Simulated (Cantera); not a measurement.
Charge: 1 mol Zr, 2.8 mol O2, 3.7 mol N2, at 79.0 mbar.

Cantera equilibrium calculation (NASA polynomials, part measured and part estimated; ideal gas, pure solids and liquids). Candidate condensed phases: Zr, ZrN, ZrO2; 13 gas species. The numbers say what is thermodynamically allowed, not how fast it happens.

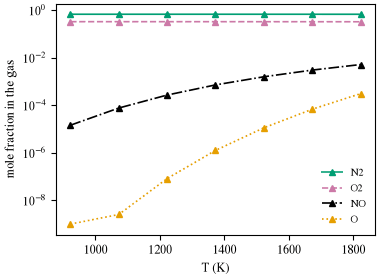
Figure. Equilibrium gas composition (values under 1e-9 drawn at 1e-9)

From 923 K to 1373 K the condensed part is ZrO2(monoclinic). From 1523 K to 1823 K the condensed part is ZrO2(tetragonal).
